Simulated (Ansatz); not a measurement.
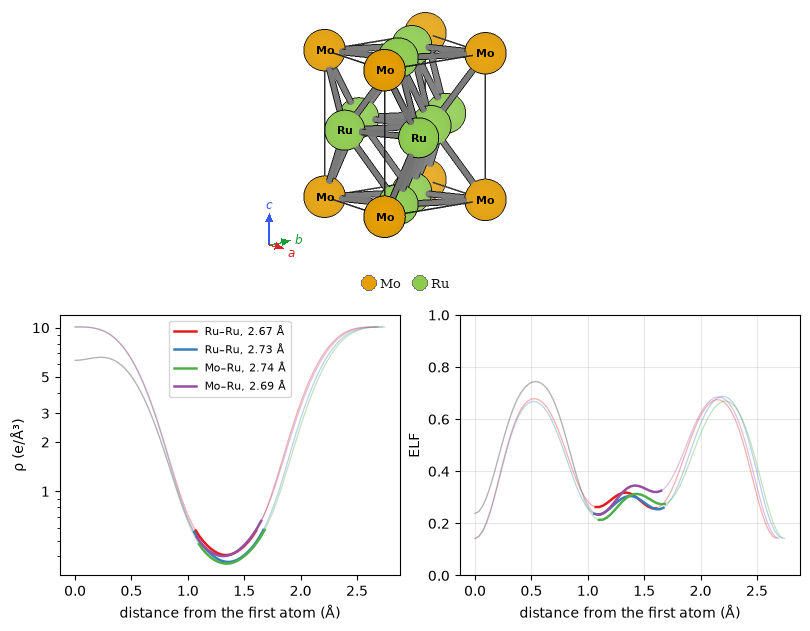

*MoRu$_{5}$. Valence charge density (pseudo) and electron localisation function along straight lines between neighbouring atoms. Thin, pale parts lie inside the atomic spheres. The structure is drawn too.*

Space group P-62m; a structure generated by program, which may or may not match a known phase; computed without spin polarisation.

Method: Ansatz 0.2.0, DFT PBE, scalar-relativistic, plane waves, PAW.

Core electrons are frozen (PAW), and the valence fields are smoothed inside the atomic spheres.

```
CELL_PARAMETERS angstrom
4.75402 0.00000 0.00000
-2.37701 4.11711 0.00000
0.00000 0.00000 4.32412
ATOMIC_POSITIONS crystal
Mo 0.00000 0.00000 0.00000
Ru 0.33333 0.66667 0.00000
Ru 0.66667 0.33333 0.00000
Ru 0.66199 0.66199 0.50000
Ru 0.33801 0.00000 0.50000
Ru 0.00000 0.33801 0.50000
```

Compare the contacts.

Ru–Ru (2.67 Å): ρ is about 0.41 e/Å³ halfway; the ELF is about 0.30 at the midpoint.
Ru–Ru (2.73 Å): the density is about 0.37 e/Å³ at the midpoint; the ELF is about 0.30 at the midpoint.
Mo–Ru (2.74 Å): ρ at the midpoint is about 0.36 e/Å³; the ELF is about 0.30 at the midpoint.
Mo–Ru (2.69 Å): ρ is about 0.4 e/Å³ halfway; the ELF is about 0.35 at the midpoint.
